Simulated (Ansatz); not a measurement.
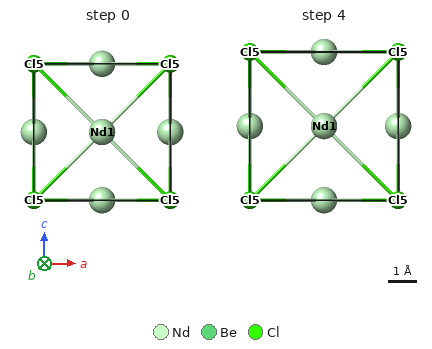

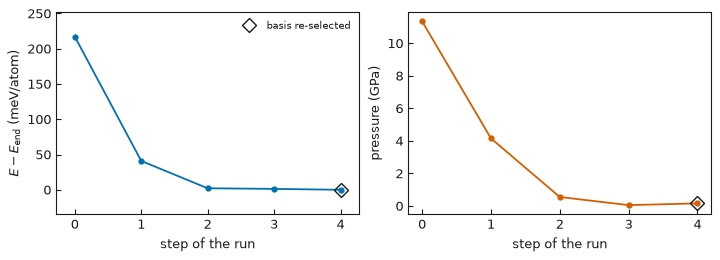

First and last geometry of a relaxation of solid Nd3BeCl (a generated structure, set up in Pm-3m) (coarse preliminary run), with the history of the run. A ball-and-stick model of the cell of the calculation, seen along the b axis.

Theory: DFT PBE, scalar-relativistic, plane waves, PAW; 4f electrons in the core of a trivalent norm-conserving potential (Ansatz). Set-up: plane-wave cutoff 660 eV; k-point mesh 4 × 4 × 4; occupations gaussian; smearing width 0.1 eV; no spin polarisation; cell and atoms relaxed; force threshold 0.04 eV/Å; at most 70 steps.

Question: Did the run converge, and what did it change?

Answer: It converged. No atom moves by more than 0.005 Å relative to the cell. The drawn cell changes as follows: a = b = c 4.978 → 5.411 Å (+8.7 %); the volume changes by +28.4 %. Near-neighbour distances that change, for instance: Nd–Nd 3.520 → 3.826 Å, Cl–Nd 3.520 → 3.826 Å, Be–Nd 2.489 → 2.706 Å. The space group stays Pm-3m (No. 221). Over 3 accepted moves (4 points after the start) the energy falls by 217 meV per atom. All forces vanish by symmetry, so only the cell relaxes. Pressure: 11.36 GPa at the start and 0.16 GPa at the end. At 1 point the geometry stayed and the basis and grid were re-selected for the new cell (energy shift of 1.3 meV per atom at most each time).
